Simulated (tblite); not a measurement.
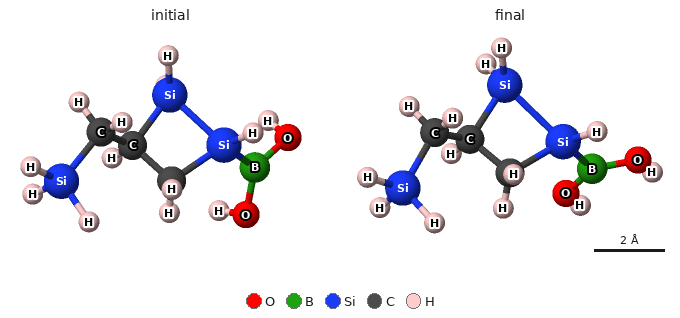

The structure of C₃H₁₃BO₂Si₃ before (left) and after (right) a relaxation, at one scale.

Style: ball-and-stick. Shown at a tilt.

Level of theory: GFN2-xTB geometry optimisation, gas phase in tblite 0.8.0. 

> Summarise the run.

An H atom moves most after the best rigid fit: 1.96 Å. By element the largest moves are H 1.96 Å, O 1.03 Å, Si 0.33 Å, C 0.25 Å, B 0.25 Å. Near-neighbour distances that change, for instance: Si–Si 2.173 → 2.339 Å, B–O 1.468 → 1.353 Å, C–Si 1.876 → 1.936 Å, H–O 0.998 → 0.960 Å. Bond angles that change, for instance: B–O–H 103.5° → 118.4°, H–Si–H 119.0° → 104.3°, Si–Si–H 113.4° → 126.7°. Groups turn about B–O by about 90°, B–O by about 90°, B–Si by about 40°. After 160 geometry steps the energy has fallen by 206.0 kJ/mol.
